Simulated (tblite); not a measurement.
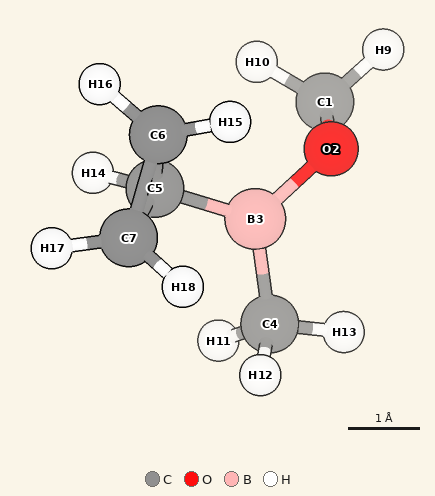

Figure 1. The starting structure (ball-and-stick view, seen at a tilt; atoms are numbered from 1 in the order of the input).

# Geometry relaxation, with input and output: C5H11BO (part 1 of 2)

System: C5H11BO, SMILES COB(C)C1CC1.
Method: GFN2-xTB geometry optimisation, gas phase (tblite 0.8.0).

**Log**
```
step      E/eV     max force
  0    -587.01506    1.744
  1    -587.19885    1.111
  2    -587.33477    0.745
  3    -587.35976    0.378
  4    -587.38593    0.364
  5    -587.39922    0.462
  6    -587.41824    0.324
  7    -587.42680    0.200
  8    -587.43380    0.188
  9    -587.43971    0.208
 10    -587.44715    0.206
 11    -587.45776    0.246
 12    -587.47343    0.302
 13    -587.49167    0.466
 14    -587.50800    0.486
 15    -587.52226    0.316
 16    -587.53401    0.249
 17    -587.54311    0.199
 18    -587.54968    0.174
 19    -587.55406    0.207
 20    -587.55905    0.217
 21    -587.56697    0.218
 22    -587.57867    0.276
 23    -587.59450    0.368
 24    -587.61567    0.447
 25    -587.64266    0.441
 26    -587.64357    0.646
 27    -587.69773    0.478
 28    -587.72915    0.420
 29    -587.78559    0.440
 30    -587.81310    0.486
 31    -587.85718    0.413
 32    -587.89017    0.489
 33    -587.92047    0.412
 34    -587.94309    0.418
 35    -587.96901    0.421
 36    -587.99091    0.451
 37    -588.01394    0.335
 38    -588.04218    0.336
 39    -588.06208    0.368
 40    -588.08667    0.336
 41    -588.10080    0.236
 42    -588.10976    0.217
 43    -588.11452    0.167
 44    -588.11817    0.141
 45    -588.12323    0.160
 46    -588.12662    0.220
 47    -588.13059    0.201
 48    -588.13324    0.115
 49    -588.13534    0.103
 50    -588.13695    0.079
 51    -588.13829    0.090
 52    -588.13926    0.072
 53    -588.14000    0.071
 54    -588.14065    0.069
 55    -588.14127    0.063
 56    -588.14191    0.088
 57    -588.14259    0.092
 58    -588.14332    0.065
 59    -588.14411    0.068
 60    -588.14494    0.067
 61    -588.14580    0.104
 62    -588.14670    0.101
 63    -588.14763    0.074
 64    -588.14850    0.075
 65    -588.14920    0.063
 66    -588.14973    0.067
 67    -588.15021    0.051
 68    -588.15066    0.068
 69    -588.15102    0.050
 70    -588.15126    0.039
 71    -588.15141    0.028
 72    -588.15153    0.031
 73    -588.15163    0.028
 74    -588.15170    0.018
 75    -588.15175    0.017
 76    -588.15180    0.022
 77    -588.15187    0.028
 78    -588.15196    0.025
 79    -588.15209    0.030
 80    -588.15226    0.033
 81    -588.15247    0.043
 82    -588.15274    0.057
 83    -588.15311    0.058
 84    -588.15355    0.049
 85    -588.15398    0.038
 86    -588.15430    0.036
 87    -588.15454    0.043
 88    -588.15481    0.041
 89    -588.15511    0.039
 90    -588.15539    0.041
 91    -588.15559    0.040
 92    -588.15574    0.031
 93    -588.15591    0.026
 94    -588.15607    0.027
 95    -588.15621    0.026
 96    -588.15636    0.038
 97    -588.15659    0.032
 98    -588.15704    0.048
 99    -588.15774    0.060
100    -588.15870    0.056
101    -588.15962    0.069
102    -588.15801    0.211
103    -588.16080    0.076
104    -588.16136    0.070
105    -588.16383    0.126
106    -588.16460    0.085
107    -588.16545    0.086
108    -588.16839    0.084
109    -588.17072    0.208
110    -588.17258    0.084
111    -588.17361    0.073
112    -588.17444    0.093
113    -588.17501    0.079
114    -588.17597    0.097
115    -588.17699    0.061
116    -588.17782    0.097
117    -588.17851    0.069
118    -588.17914    0.087
119    -588.17991    0.049
120    -588.18051    0.056
121    -588.18092    0.055
122    -588.18112    0.088
123    -588.18147    0.053
124    -588.18202    0.038
125    -588.18282    0.073
126    -588.18396    0.131
127    -588.18509    0.099
128    -588.18629    0.141
129    -588.18727    0.123
130    -588.18805    0.172
131    -588.18938    0.094
132    -588.19149    0.094
133    -588.19318    0.270
134    -588.19611    0.088
135    -588.19868    0.139
136    -588.19597    0.469
137    -588.20251    0.097
138    -588.20451    0.139
139    -588.20601    0.411
140    -588.21064    0.063
141    -588.21339    0.063
142    -588.21329    0.460
143    -588.21797    0.061
144    -588.22002    0.085
145    -588.22072    0.417
146    -588.22495    0.079
147    -588.22739    0.085
148    -588.23018    0.389
149    -588.23441    0.077
150    -588.23788    0.081
151    -588.23966    0.367
152    -588.24394    0.099
153    -588.24690    0.087
154    -588.24595    0.347
155    -588.25102    0.093
156    -588.25279    0.074
157    -588.25330    0.296
158    -588.25639    0.068
159    -588.25755    0.077
160    -588.25828    0.312
161    -588.26153    0.080
162    -588.26311    0.071
163    -588.26439    0.319
164    -588.26709    0.083
165    -588.26795    0.089
166    -588.26849    0.213
167    -588.26989    0.074
168    -588.27063    0.064
169    -588.27219    0.073
170    -588.27269    0.052
171    -588.27347    0.075
172    -588.27429    0.055
173    -588.27475    0.048
174    -588.27499    0.043
175    -588.27509    0.036
176    -588.27520    0.025
177    -588.27528    0.027
178    -588.27538    0.026
179    -588.27546    0.023
180    -588.27553    0.019
181    -588.27561    0.020
182    -588.27570    0.022
183    -588.27578    0.021
184    -588.27586    0.018
185    -588.27593    0.017
186    -588.27600    0.018
187    -588.27608    0.021
188    -588.27614    0.016
189    -588.27618    0.017
190    -588.27622    0.018
191    -588.27628    0.021
192    -588.27636    0.022
193    -588.27649    0.026
194    -588.27670    0.036
195    -588.27692    0.034
196    -588.27717    0.063
197    -588.27736    0.036
198    -588.27763    0.028
199    -588.27789    0.043
200    -588.27850    0.057
201    -588.27919    0.057
202    -588.27727    0.252
203    -588.28007    0.093
204    -588.28041    0.051
205    -588.28087    0.037
206    -588.28105    0.032
207    -588.28121    0.022
208    -588.28126    0.019
209    -588.28137    0.018
210    -588.28143    0.015
211    -588.28146    0.011
212    -588.28148    0.008
```

**Trajectory as extended XYZ (Å, eV, eV/Å), 12 of the 213 frames kept, from step=0 to step=212**
```
18
Properties=species:S:1:pos:R:3:forces:R:3 step=0 energy=-587.01506
C     2.3764    0.7857    0.2530    0.2910   0.6170   0.2560
O     1.3167    0.2370    1.0048   -0.7190  -0.7300  -1.4110
B     0.3660   -0.4055    0.1015    0.3590   0.9520   0.3000
C     0.5238   -1.9254   -0.3065    0.2470  -0.4090   0.7050
C    -0.8515    0.4516   -0.5014    0.0550  -0.0680   0.1570
C    -1.6467    1.2792    0.4906   -0.1180  -0.1390  -0.1160
C    -2.2331    0.0016   -0.0697   -0.0770   0.2340   0.3850
H     2.9296    0.0118   -0.3104   -0.2940   0.2640   0.0050
H     3.0958    1.2600    0.9496   -0.4200  -0.2400  -0.1390
H     1.9941    1.5856   -0.4266    0.3060  -0.5460   0.1880
H     0.6485   -2.0199   -1.3985   -0.1460  -0.1360   0.5980
H    -0.3792   -2.5043    0.0160    0.8340   0.4050  -0.4860
H     1.4118   -2.3553    0.2173   -0.7160   0.0670  -0.5990
H    -0.8080    0.8454   -1.5493    0.1070  -0.3770   1.0410
H    -1.3347    1.2113    1.5601   -0.2790   0.5470  -1.1850
H    -2.0951    2.2048    0.0853    0.4500  -0.4780   0.7920
H    -3.0393    0.1738   -0.8065    0.4170  -0.7010   0.7340
H    -2.2838   -0.8310    0.6790   -0.2980   0.7390  -1.2240
18
Properties=species:S:1:pos:R:3:forces:R:3 step=19 energy=-587.55406
C     2.5588    0.8999    0.2262   -0.0470  -0.0770  -0.0130
O     1.3585    0.2868    0.5465   -0.1250   0.0460  -0.0150
B     0.3774   -0.4611    0.0369   -0.1130   0.0390  -0.0180
C     0.5011   -2.0284   -0.2882    0.0490   0.1240  -0.0270
C    -0.9415    0.3381   -0.3703   -0.0350   0.0060  -0.0360
C    -1.7252    1.2769    0.5074    0.0400  -0.0050  -0.0050
C    -2.3692    0.0358   -0.0207    0.0260  -0.0640  -0.0370
H     3.2315    0.2212   -0.3087    0.0800  -0.0560   0.0270
H     3.0398    1.2524    1.1416   -0.0030  -0.0560  -0.0020
H     2.3447    1.7632   -0.4177    0.1220   0.0350   0.0030
H     0.6158   -2.1261   -1.3680    0.0550  -0.0480   0.0100
H    -0.3808   -2.6147   -0.0307    0.0930   0.1720   0.0670
H     1.3704   -2.4844    0.1797   -0.0390  -0.0320  -0.0220
H    -0.7894    0.7322   -1.3757   -0.1040  -0.0410  -0.0440
H    -1.4821    1.3266    1.5568    0.0180  -0.0090   0.0270
H    -2.0334    2.2230    0.0848   -0.0040   0.0120   0.0670
H    -3.1320    0.1395   -0.7784    0.0070  -0.0200  -0.0250
H    -2.5531   -0.7745    0.6667   -0.0200  -0.0240   0.0430
18
Properties=species:S:1:pos:R:3:forces:R:3 step=39 energy=-588.06208
C     2.5877    0.7279    0.2352    0.1820  -0.1430   0.1630
O     1.2027    0.8261    0.0584    0.0120  -0.2750  -0.2130
B     0.3518   -0.1768   -0.1990    0.0150  -0.1500   0.1320
C     0.6280   -1.7509   -0.2680    0.0850  -0.0430   0.0240
C    -1.0872    0.3639   -0.5344   -0.1080   0.1080  -0.0720
C    -1.7841    1.1967    0.4986   -0.1120   0.1480   0.0340
C    -2.4138   -0.0702    0.0271    0.0520  -0.1140  -0.0820
H     2.9696   -0.2364   -0.0969    0.0610  -0.1240   0.0020
H     2.8391    0.8692    1.2875   -0.0470  -0.0390   0.1280
H     3.0897    1.5124   -0.3282   -0.0990   0.1390  -0.1570
H     0.7297   -2.0308   -1.3195   -0.0020  -0.0440   0.1230
H    -0.2224   -2.3170    0.1256    0.1920   0.1740  -0.1180
H     1.5196   -2.1013    0.2528   -0.0390   0.0820  -0.0490
H    -1.1211    0.7499   -1.5490   -0.1790   0.0950  -0.0230
H    -1.3460    1.2101    1.4785    0.0560  -0.0450   0.2410
H    -2.2027    2.1445    0.2274   -0.2490   0.2250  -0.1500
H    -3.2828   -0.0034   -0.6138    0.0600   0.0300  -0.0070
H    -2.4666   -0.9078    0.7059    0.1210  -0.0240   0.0260
18
Properties=species:S:1:pos:R:3:forces:R:3 step=58 energy=-588.14332
C     2.6159    0.6433    0.2356    0.0350   0.0000  -0.0010
O     1.2540    0.8173   -0.0490   -0.0590   0.0190  -0.0180
B     0.3404   -0.1300   -0.2733    0.0180   0.0100   0.0490
C     0.6425   -1.7006   -0.2764   -0.0260   0.0010   0.0120
C    -1.1092    0.4538   -0.5603    0.0260   0.0180   0.0290
C    -1.8440    1.2268    0.5052   -0.0390  -0.0370   0.0310
C    -2.3765   -0.0890    0.0348    0.0100  -0.0230   0.0050
H     2.9747   -0.3422   -0.0623    0.0490  -0.0390  -0.0080
H     2.7773    0.7766    1.3090    0.0120   0.0010  -0.0110
H     3.1766    1.4083   -0.3053    0.0040   0.0160   0.0050
H     0.7803   -2.0599   -1.2954   -0.0040   0.0370  -0.0100
H    -0.1868   -2.2669    0.1371   -0.0290  -0.0010   0.0020
H     1.5359   -1.9729    0.2830   -0.0350   0.0010   0.0000
H    -1.2250    0.8689   -1.5569    0.0050  -0.0020  -0.0220
H    -1.4077    1.2664    1.4921    0.0180   0.0230  -0.0170
H    -2.3725    2.1276    0.2319    0.0060   0.0010  -0.0160
H    -3.2713   -0.0901   -0.5692   -0.0150  -0.0150  -0.0240
H    -2.3135   -0.9311    0.7077    0.0230  -0.0100  -0.0050
18
Properties=species:S:1:pos:R:3:forces:R:3 step=77 energy=-588.15187
C     2.6501    0.6303    0.2227   -0.0020   0.0030   0.0000
O     1.2869    0.8346   -0.0490   -0.0100  -0.0050  -0.0060
B     0.3514   -0.0955   -0.2497   -0.0010  -0.0030  -0.0020
C     0.6058   -1.6733   -0.2604    0.0060  -0.0070   0.0000
C    -1.0982    0.4793   -0.5476    0.0030   0.0260   0.0100
C    -1.8795    1.2227    0.5053    0.0090   0.0030  -0.0030
C    -2.3476   -0.1169    0.0350   -0.0060  -0.0050  -0.0010
H     2.9931   -0.3570   -0.0931   -0.0020   0.0010   0.0010
H     2.8211    0.7459    1.2965    0.0110  -0.0160  -0.0030
H     3.2194    1.3964   -0.3077   -0.0070   0.0000  -0.0080
H     0.7667   -2.0078   -1.2848    0.0130   0.0060  -0.0010
H    -0.2574   -2.2212    0.1072    0.0090   0.0070  -0.0010
H     1.4692   -1.9890    0.3211   -0.0050   0.0040   0.0120
H    -1.2156    0.8835   -1.5490    0.0060   0.0000   0.0030
H    -1.4499    1.2942    1.4932   -0.0120  -0.0010   0.0030
H    -2.4426    2.0979    0.2163    0.0090  -0.0050  -0.0050
H    -3.2349   -0.1653   -0.5783   -0.0140   0.0020  -0.0060
H    -2.2468   -0.9525    0.7108   -0.0060  -0.0110   0.0080
18
Properties=species:S:1:pos:R:3:forces:R:3 step=96 energy=-588.15636
C     2.6684    0.6035    0.1721   -0.0090  -0.0050   0.0020
O     1.2985    0.8439   -0.0337   -0.0070  -0.0070   0.0010
B     0.3489   -0.0803   -0.2028    0.0020  -0.0060  -0.0260
C     0.6243   -1.6562   -0.2214   -0.0060  -0.0060   0.0080
C    -1.0993    0.4944   -0.5053    0.0060   0.0100  -0.0070
C    -1.9287    1.2250    0.5191    0.0190  -0.0050   0.0000
C    -2.3665   -0.1159    0.0229    0.0010   0.0040  -0.0060
H     2.9723   -0.3731   -0.2089    0.0240   0.0010  -0.0100
H     2.8944    0.6568    1.2404   -0.0210  -0.0010   0.0070
H     3.2292    1.3845   -0.3444   -0.0040   0.0090  -0.0100
H     0.9204   -1.9568   -1.2275   -0.0040   0.0010   0.0380
H    -0.2614   -2.2335    0.0286   -0.0010   0.0200  -0.0230
H     1.4197   -1.9682    0.4532   -0.0140   0.0160   0.0000
H    -1.1882    0.9111   -1.5051    0.0150  -0.0070  -0.0060
H    -1.5463    1.2975    1.5257    0.0050  -0.0110   0.0090
H    -2.4812    2.0990    0.2054    0.0010  -0.0200   0.0110
H    -3.2274   -0.1700   -0.6268   -0.0090   0.0100  -0.0020
H    -2.2857   -0.9554    0.6967    0.0040  -0.0020   0.0130
```
